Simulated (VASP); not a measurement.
Band structure of ZrNi5 (space group F-43m). Calculation: PBEsol GGA, VASP's PBE PAW potentials (set 64) (plane waves; VASP).

The run has a spin-polarised start.

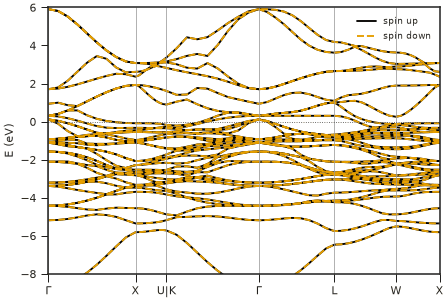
Bands along high-symmetry lines, zero at the valence-band maximum or, without a gap, the Fermi level

### Question
Read the plot: is there a gap, and where are the band edges?

### Answer
It has no gap at this level: it comes out as a metal or semimetal.

The structure comes from a computed database's ZrNi5 entry (F-43m); how it stands against other phases isn't given here. The cell was not relaxed at this level.
